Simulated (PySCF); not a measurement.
**Two runs on C4H16BNOSi**

System: C4H16BNOSi, SMILES [BH3-][NH2+]CO[Si](C)(C)C.
Method of run A: GIAO PBE0/pcSseg-1 NMR shielding, non-relativistic, IEF-PCM dimethylsulfoxide (PySCF 2.14.0).

The geometry comes from this level: PBE0-D3(BJ)/def2-SVP. Text and figures count atoms from 1; the logs count them from 0 in places.

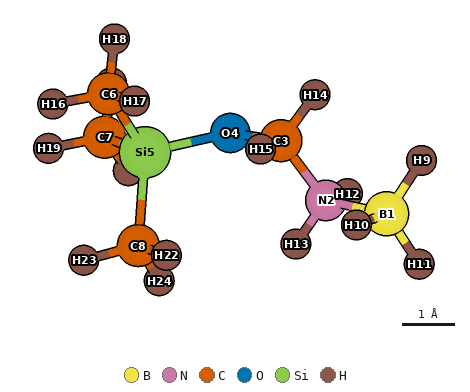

The structure as given in the input (ball-and-stick view, seen at a tilt; atoms are numbered from 1 in the order of the input).

**Input file, run A**
```
{"job": {"kind": "nmr", "xc": "PBE0", "basis": "pcSseg-1", "solvent": "dimethylsulfoxide", "pop": false}, "charge": 0, "multiplicity": 1}
B      3.539320    -0.578151     0.174436
N      2.041143    -0.782769    -0.420622
C      1.257658     0.454015    -0.525045
O     -0.005082     0.202555    -1.022662
Si    -1.429579     0.230576    -0.099274
C     -1.700357     1.966656     0.544709
C     -2.766371    -0.297708    -1.283364
C     -1.233579    -0.977717     1.323556
H      4.100095     0.204782    -0.584539
H      3.386748    -0.121817     1.303549
H      4.050489    -1.690847     0.175665
H      2.091982    -1.215511    -1.345300
H      1.537426    -1.446960     0.170821
H      1.815578     1.122641    -1.198310
H      1.262587     0.908769     0.481093
H     -2.634258     2.025628     1.126297
H     -0.879922     2.291247     1.204033
H     -1.772634     2.684522    -0.287070
H     -3.748177    -0.317046    -0.784876
H     -2.829459     0.396241    -2.135408
H     -2.564894    -1.304896    -1.679196
H     -0.382794    -0.711047     1.972154
H     -2.133428    -0.981706     1.959374
H     -1.083014    -2.006588     0.959136
```

The first line tells a small driver script what to run in PySCF; the rest is the geometry in Å.

Launched with:
```bash
OMP_NUM_THREADS=1 python <driver script> task.json out
```

Hardware: 1 CPU thread, shared host.

**Output (run A)**
```
coarse grid: 19128 points
cycle   1  E = -605.7184428435  dE =  4.663e-01  |g| = 8.116e-01  |ddm| = 4.051e+00
cycle   2  E = -605.6512983566  dE =  6.714e-02  |g| = 1.036e+00  |ddm| = 1.423e+00
cycle   3  E = -605.8602917204  dE = -2.090e-01  |g| = 1.487e-01  |ddm| = 8.786e-01
cycle   4  E = -605.8646376128  dE = -4.346e-03  |g| = 3.031e-02  |ddm| = 1.307e-01
cycle   5  E = -605.8648402574  dE = -2.026e-04  |g| = 7.462e-03  |ddm| = 2.677e-02
cycle   6  E = -605.8648545930  dE = -1.434e-05  |g| = 1.643e-03  |ddm| = 7.437e-03
cycle   7  E = -605.8648551897  dE = -5.967e-07  |g| = 3.424e-04  |ddm| = 1.257e-03
final grid: 176120 points
cycle   8  E = -605.9172864892  dE = -4.906e-05  |g| = 1.176e-02  |ddm| = 2.906e-02
cycle   9  E = -605.9172652402  dE =  2.125e-05  |g| = 1.602e-02  |ddm| = 1.862e-02
cycle  10  E = -605.9173159544  dE = -5.071e-05  |g| = 1.823e-03  |ddm| = 1.112e-02
cycle  11  E = -605.9173166176  dE = -6.632e-07  |g| = 1.659e-04  |ddm| = 1.487e-03
cycle  12  E = -605.9173166226  dE = -5.031e-09  |g| = 6.123e-05  |ddm| = 1.882e-04
cycle  13  E = -605.9173166235  dE = -8.370e-10  |g| = 2.005e-05  |ddm| = 6.910e-05
converged SCF energy = -605.9173166235

GIAO shielding tensors (ppm)
atom      isotropic    diamagn.    paramagn.     s11        s22        s33       span
  0 B      129.119     184.615     -55.496    116.245    118.230    152.880     36.635
  1 N      192.499     322.212    -129.713    164.255    194.804    218.438     54.183
  2 C      109.038     246.224    -137.186     76.415    106.301    144.397     67.982
  3 O      265.403     404.044    -138.641    226.580    246.407    323.223     96.643
  4 Si     320.877     883.610    -562.732    300.452    316.622    345.559     45.107
  5 C      186.756     257.625     -70.869    177.602    187.373    195.293     17.692
  6 C      185.826     256.915     -71.089    178.478    185.684    193.317     14.840
  7 C      186.380     259.697     -73.317    177.326    186.945    194.869     17.542
  8 H       29.932      28.415       1.517     26.971     28.242     34.584      7.613
  9 H       29.921      29.121       0.799     26.669     28.787     34.307      7.638
 10 H       29.683      28.061       1.622     26.772     27.881     34.397      7.625
 11 H       27.776      31.497      -3.721     21.301     26.182     35.846     14.545
 12 H       28.009      35.165      -7.156     20.941     27.595     35.492     14.550
 13 H       26.965      31.276      -4.311     21.413     27.721     31.761     10.348
 14 H       27.004      33.986      -6.982     21.873     28.065     31.075      9.202
 15 H       31.280      29.808       1.472     27.110     28.383     38.347     11.237
 16 H       30.773      33.405      -2.632     26.123     29.448     36.748     10.625
 17 H       31.141      31.127       0.015     27.081     28.170     38.173     11.092
 18 H       31.190      29.071       2.119     26.944     28.397     38.228     11.285
 19 H       30.958      30.706       0.252     26.716     28.386     37.771     11.055
 20 H       30.984      32.064      -1.080     26.566     28.838     37.549     10.983
 21 H       30.886      35.068      -4.182     26.830     29.337     36.492      9.662
 22 H       31.241      30.988       0.253     26.945     28.310     38.468     11.523
 23 H       31.152      33.788      -2.636     27.640     28.272     37.544      9.905
```

The input of run B differs as follows (lines with − go, lines with + come):
```diff
-"solvent": "dimethylsulfoxide"
-"pop": false
+"solvent": "acetone"
+"pop": true
```

What does this change do to the results?

The total energy of run B is 0.5 kcal/mol higher: the change of the electrostatic solvation energy at this fixed geometry, without cavity or dispersion terms. Of all shieldings, the largest change is that of N2, by −0.3 ppm. The number of SCF iterations is the same.

**Output (run B)**
```
coarse grid: 19128 points
cycle   1  E = -605.7173635241  dE =  4.674e-01  |g| = 8.121e-01  |ddm| = 4.051e+00
cycle   2  E = -605.6498635227  dE =  6.750e-02  |g| = 1.038e+00  |ddm| = 1.426e+00
cycle   3  E = -605.8593787441  dE = -2.095e-01  |g| = 1.493e-01  |ddm| = 8.809e-01
cycle   4  E = -605.8637598355  dE = -4.381e-03  |g| = 3.045e-02  |ddm| = 1.315e-01
cycle   5  E = -605.8639643316  dE = -2.045e-04  |g| = 7.491e-03  |ddm| = 2.688e-02
cycle   6  E = -605.8639787557  dE = -1.442e-05  |g| = 1.656e-03  |ddm| = 7.470e-03
cycle   7  E = -605.8639793630  dE = -6.074e-07  |g| = 3.422e-04  |ddm| = 1.265e-03
final grid: 176120 points
cycle   8  E = -605.9164144721  dE = -4.905e-05  |g| = 1.176e-02  |ddm| = 2.908e-02
cycle   9  E = -605.9163931365  dE =  2.134e-05  |g| = 1.603e-02  |ddm| = 1.864e-02
cycle  10  E = -605.9164439555  dE = -5.082e-05  |g| = 1.827e-03  |ddm| = 1.114e-02
cycle  11  E = -605.9164446225  dE = -6.670e-07  |g| = 1.663e-04  |ddm| = 1.493e-03
cycle  12  E = -605.9164446275  dE = -5.045e-09  |g| = 6.123e-05  |ddm| = 1.866e-04
cycle  13  E = -605.9164446284  dE = -8.345e-10  |g| = 2.011e-05  |ddm| = 6.820e-05
converged SCF energy = -605.9164446284

GIAO shielding tensors (ppm)
atom      isotropic    diamagn.    paramagn.     s11        s22        s33       span
  0 B      129.054     184.617     -55.563    116.144    118.139    152.879     36.735
  1 N      192.158     322.248    -130.089    163.830    194.520    218.124     54.294
  2 C      109.010     246.247    -137.237     76.383    106.290    144.356     67.973
  3 O      265.214     404.027    -138.813    226.302    246.208    323.131     96.829
  4 Si     320.921     883.612    -562.691    300.334    316.766    345.663     45.329
  5 C      186.719     257.607     -70.889    177.562    187.339    195.255     17.693
  6 C      185.775     256.888     -71.113    178.427    185.644    193.255     14.828
  7 C      186.342     259.704     -73.362    177.283    186.910    194.834     17.551
  8 H       29.911      28.381       1.530     26.946     28.214     34.574      7.628
  9 H       29.906      29.094       0.812     26.651     28.763     34.305      7.655
 10 H       29.665      28.033       1.631     26.751     27.856     34.387      7.636
 11 H       27.799      31.539      -3.740     21.342     26.211     35.844     14.503
 12 H       28.046      35.212      -7.167     20.998     27.642     35.497     14.500
 13 H       26.964      31.283      -4.319     21.420     27.710     31.761     10.341
 14 H       27.015      34.000      -6.984     21.891     28.069     31.086      9.195
 15 H       31.284      29.808       1.476     27.116     28.387     38.348     11.231
 16 H       30.778      33.402      -2.624     26.130     29.453     36.751     10.620
 17 H       31.136      31.120       0.015     27.074     28.163     38.170     11.096
 18 H       31.199      29.073       2.125     26.957     28.407     38.232     11.275
 19 H       30.950      30.699       0.252     26.709     28.378     37.765     11.056
 20 H       30.986      32.061      -1.075     26.569     28.840     37.549     10.980
 21 H       30.896      35.073      -4.177     26.847     29.347     36.495      9.648
 22 H       31.236      30.988       0.248     26.942     28.303     38.463     11.521
 23 H       31.164      33.797      -2.633     27.656     28.285     37.551      9.896
```

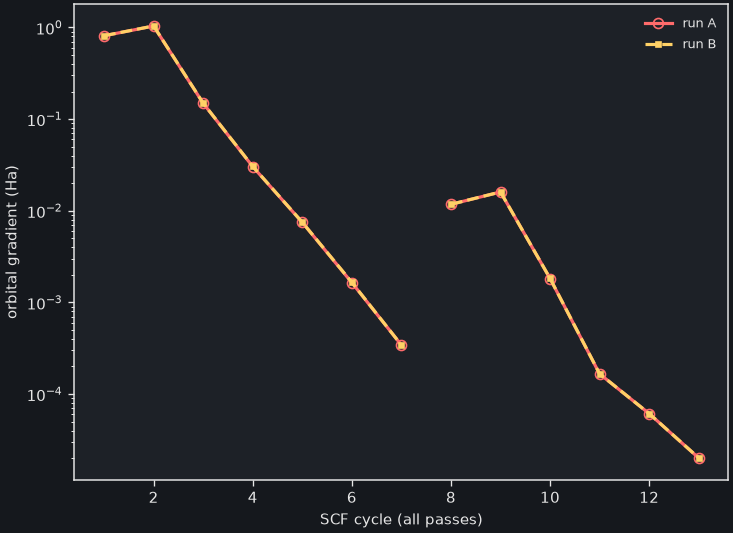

Convergence of the two runs: orbital gradient against the SCF cycle. A break in a curve parts two SCF passes (coarse and final grid). Run A takes 13 cycles in all, and run B takes 13.

**The two runs side by side**

| quantity | run A | run B |
| --- | --- | --- |
| outcome | converged | converged |
| total energy (hartree) | −605.917317 | −605.916445 |
| HOMO (eV) | −8.00 | −8.01 |
| LUMO (eV) | 1.04 | 1.02 |
| dipole moment (D) | 6.97 | 6.94 |
| shielding of B1 (ppm) | 129.1 | 129.1 |
| shielding of N2 (ppm) | 192.5 | 192.2 |
| shielding of O4 (ppm) | 265.4 | 265.2 |
| shielding of Si5 (ppm) | 320.9 | 320.9 |
| shielding of C6 (ppm) | 186.8 | 186.7 |
| shielding of C7 (ppm) | 185.8 | 185.8 |
| shielding of C8 (ppm) | 186.4 | 186.3 |
| SCF iterations | 13 | 13 |
| basis functions | 223 | 223 |
| wall time (shared host) | 78 s | 85 s |
